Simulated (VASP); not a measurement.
Band structure of Hf3N4 (space group I-43d). All values below come from PBE GGA, VASP's PBE PAW potentials (set 64) (plane waves; VASP).

Unless said otherwise, spin-orbit coupling is left out, though it shifts the bands of the heavy elements here.

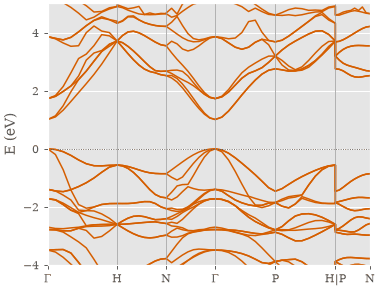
Figure: Bands along high-symmetry lines, zero at the valence-band maximum or, without a gap, the Fermi level

**Question.** Read the plot: is there a gap, and where are the band edges?

**Answer.** The gap is direct, 1.01 eV, from the valence maximum at Γ to the conduction minimum at Γ.

The structure comes from a computed database's Hf3N4 entry, a phase known from measurement. The cell was not relaxed at this level.
